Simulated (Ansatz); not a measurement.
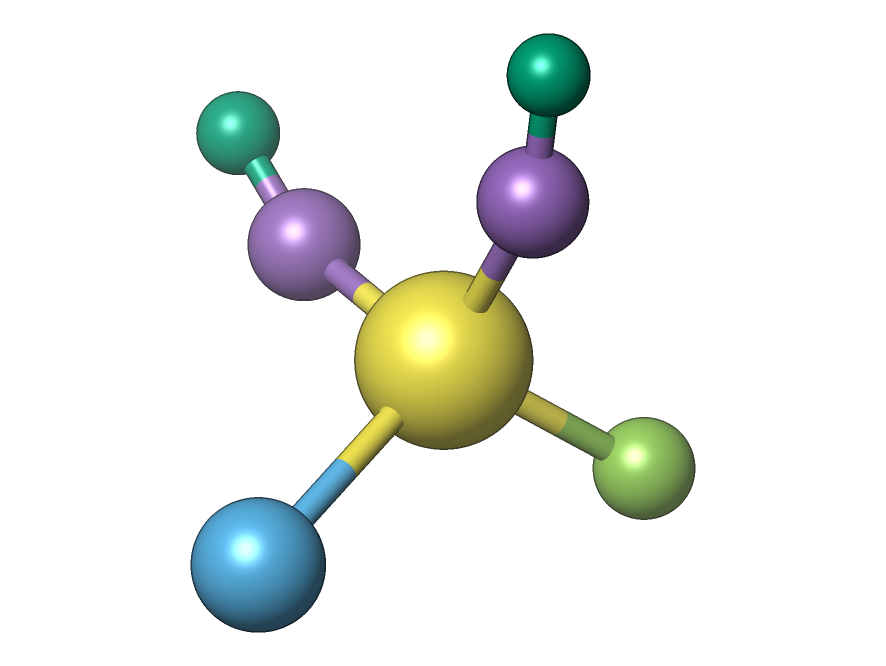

Every bond is drawn as one stick, whatever its order. Colours: nitrogen purple, tungsten yellow, fluorine green, chlorine blue, hydrogen teal.

Charge 0, singlet. The computed structure is the end point of a PBE0-D4/def2-TZVP optimisation.

Describe the molecule.

The molecule is ClFH₂N₂W. SMILES: `[NH]=[W](=[NH])([F])[Cl]`. This geometry has Cs symmetry. Coordination: 2 N bent; 1 W tetrahedral.

The parts below concern this one geometry. Atoms keep their numbers from picture to picture.

Vibrations

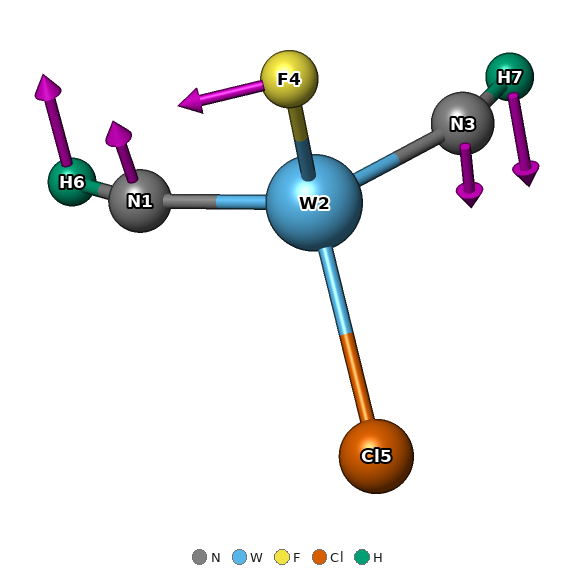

The arrows show one normal mode. Harmonic vibrations computed with RKS PBE0-D4/def2-TZVP, core potentials on W (Ansatz 0.2.0) at a stationary point of the same level.

What kind of motion is it?

Mostly F–W–N bending.

Estimate its harmonic wavenumber.

255 cm⁻¹; it is mode 4 of 15 counted from the lowest.

Electronic properties

Method: RKS r2SCAN-D4/def2-TZVPP, core potentials on W (Ansatz 0.2.0).

Computed properties:

- dipole moment: 2.42 D
- HOMO energy (Kohn–Sham orbital): −7.20 eV
- LUMO energy (Kohn–Sham orbital): −2.65 eV
- HOMO–LUMO gap: 4.54 eV
- dispersion correction: −4.4 kJ/mol

Charges

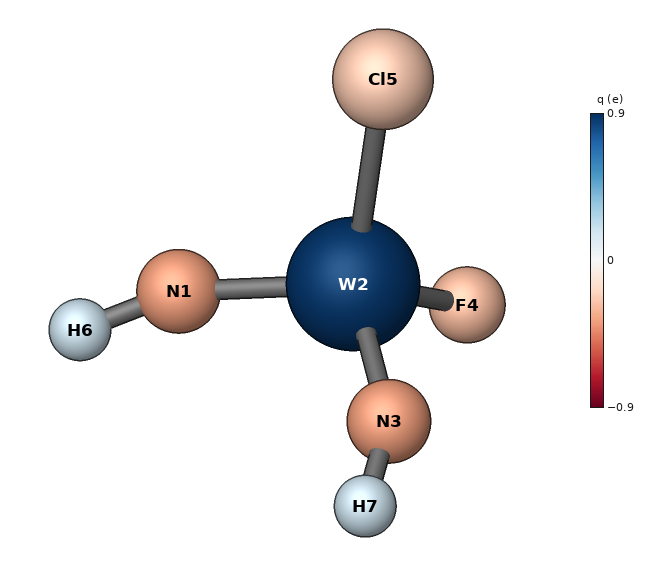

Atoms are coloured by their Mulliken charges. Level of theory: RKS PBE-D4/def2-TZVPP, core potentials on W (Ansatz 0.2.0).

Which atom carries the highest charge (most positive or least negative)?

W2 (0.87 e).

And the lowest?

N1, N3 (−0.37 e).

List the Mulliken charges.

| atom | value (e) |
| --- | --- |
| N1 | −0.37 |
| W2 | 0.87 |
| N3 | −0.37 |
| F4 | −0.28 |
| Cl5 | −0.23 |
| H6 | 0.19 |
| H7 | 0.19 |

Mulliken values depend strongly on the basis set and can even reverse the polarity of a bond.
